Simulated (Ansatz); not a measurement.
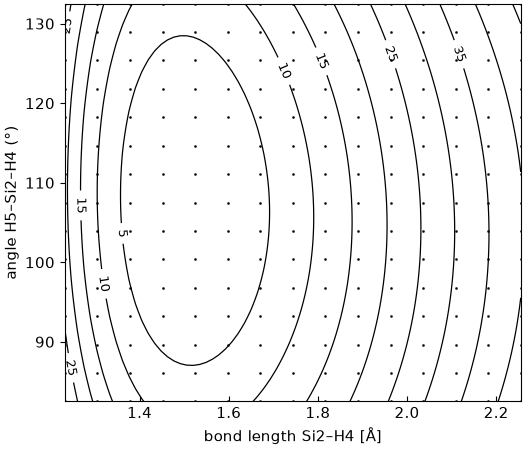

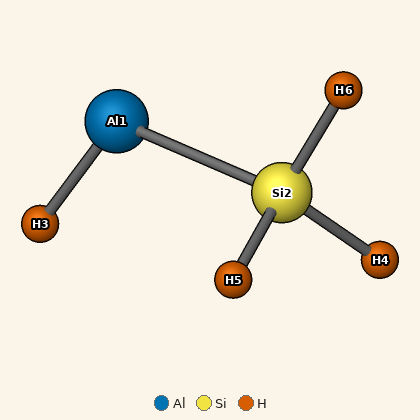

Energy landscape of AlH₄Si, SMILES [AlH][SiH3], spin multiplicity 2. First axis: bond length Si2–H4. Second axis: angle H5–Si2–H4. Nothing is relaxed (all other coordinates rigid). Grid: 15 × 15 points. Points are written as (first, second). Energies are in kcal/mol, from the relaxed molecule at the same level. Computed with UKS PBE-D4/def2-TZVP (Ansatz 0.2.0).

The picture shows contour lines labelled in kcal/mol, dots at the grid points. Between grid points the surface is interpolated. The second picture is the structure at the lowest point.

**What does the map say about the system?**

The lowest grid point is at (1.525 Å, 107.5°), 0.09 kcal/mol from the relaxed molecule at the same level. No other kind of well shows on this grid. The highest grid point, (2.255 Å, 132.5°), lies 46.0 kcal/mol above the lowest. Round the minimum the two coordinates are weakly coupled (coupling 0.05 in units of the two stiffnesses).

The input of one point:

```yaml
crystal:
  periodic: [false, false, false]
  atoms:
    - { symbol: Al, position_ang: [0.729089, -1.112606, 1.247437] }
    - { symbol: Si, position_ang: [-0.331638, 0.611242, -0.195903] }
    - { symbol: H, position_ang: [1.305909, -2.441049, 0.526272] }
    - { symbol: H, position_ang: [-1.555515, 0.033095, -0.898396] }
    - { symbol: H, position_ang: [0.618517, 1.084471, -1.25971] }
    - { symbol: H, position_ang: [-0.784003, 1.816508, 0.570154] }
magnetization:
  spin_polarized: true
  initial_magnetization: 1
basis:
  gaussian: { orbitals: def2-TZVP }
hamiltonian:
  xc: pbe
  dispersion: d4
output:
  forces: true
```

Each point was launched as `ansatz run input.yaml --threads 1 --pin off --max-ram 2560MiB --backend cpu --events-out ev --progress --plain --runs-dir out`. Time for the 225 points that were run: 12 min on 1 thread of Arm Neoverse V2 (shared host).
